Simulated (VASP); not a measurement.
Band structure of MoSi₂ (MoSi2 type). Method: optB86b-vdW, VASP's PBE PAW potentials (set 64) (plane waves; VASP).

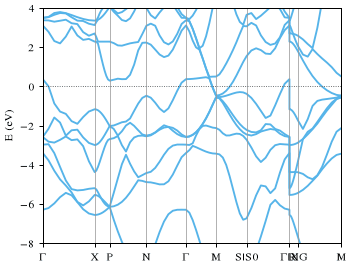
*Bands along high-symmetry lines, zero at the valence-band maximum or, without a gap, the Fermi level*

Task: Read the plot: is there a gap, and where are the band edges?

Result: It has no gap at this level: it comes out as a metal or semimetal. (Edges off the drawn lines would not show.)

The compound is MoSi2 in the MoSi2 type structure. It was relaxed first.
